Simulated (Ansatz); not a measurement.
Input

```
crystal:
  periodic: [false, false, false]
  atoms:
    - { symbol: Ge, position_ang: [0.0, 0.0, 0.0] }
    - { symbol: H, position_ang: [0.0, 0.0, 1.55] }
    - { symbol: H, position_ang: [1.4616, 0.0, -0.5162] }
    - { symbol: C, position_ang: [-0.9232, 1.5994, -0.6527] }
    - { symbol: H, position_ang: [-1.9758, 1.3458, -0.8971] }
    - { symbol: H, position_ang: [-0.9048, 2.384, 0.1322] }
    - { symbol: H, position_ang: [-0.4128, 1.976, -1.5636] }
    - { symbol: Cl, position_ang: [-1.0456, -1.8115, -0.7393] }
basis:
  gaussian: { orbitals: def2-SVP }
hamiltonian:
  xc: b3lyp
relax:
  f_tol: 0.02
  max_steps: 40
output:
  orbitals: {}
```

Launched as:

```sh
ansatz run input.yaml --threads 2 --pin off --max-ram 3072MiB --backend cpu --events-out ev --progress --plain --runs-dir out
```

The fields are those of the run's last geometry, not of the input's.

These are results of Ansatz, RKS B3LYP/def2-SVP, not measurements.

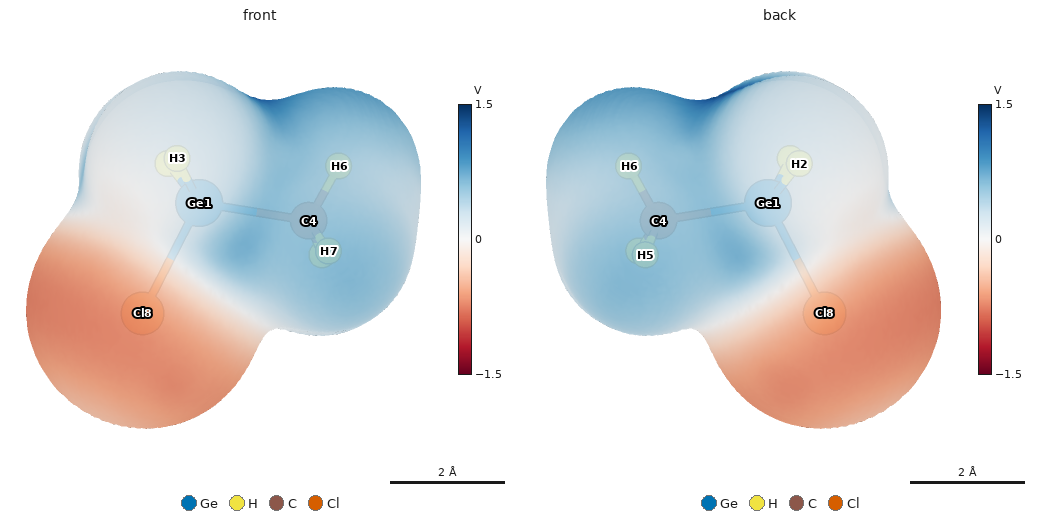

CH₅ClGe. The molecular electrostatic potential painted on the density surface at 0.001 e/bohr³, seen from the front and from behind; red is negative and blue positive.

### Which sites attract a positive test charge, and which a negative one?

A positive charge is drawn to the negative regions and a negative charge to the positive ones. The most negative region (about −0.7 V) lies over Cl8, the most positive (about +1.3 V) over Ge1.
